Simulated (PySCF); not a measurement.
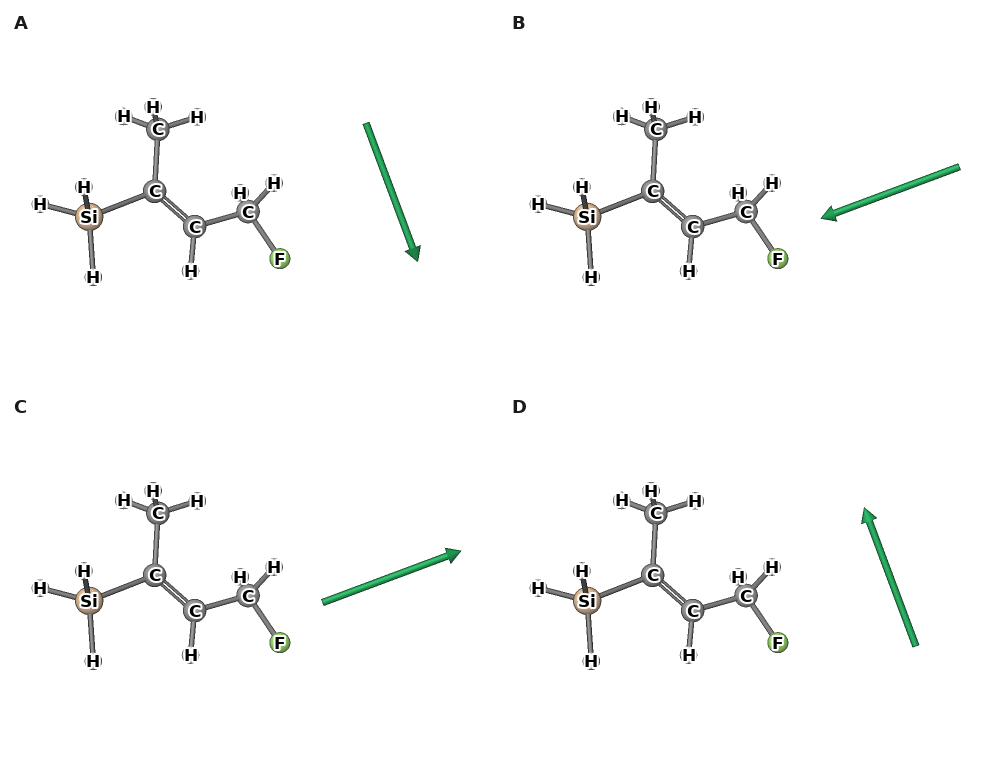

The same molecule four times, each with an arrow. The geometry was computed by an optimisation with GFN2-xTB. No frequency run is at hand to confirm it as a minimum. Properties computed with PBE0/pcSseg-1, gas phase (PySCF 2.14.0).

### Which arrow points along the dipole moment, from the negative to the positive end?

D. The dipole moment is 1.92 D.

The geometry is semi-empirical. Around Si such bond lengths and angles can be off by a tenth of an ångström or more and by several degrees, and values that hang on the shape move with them.
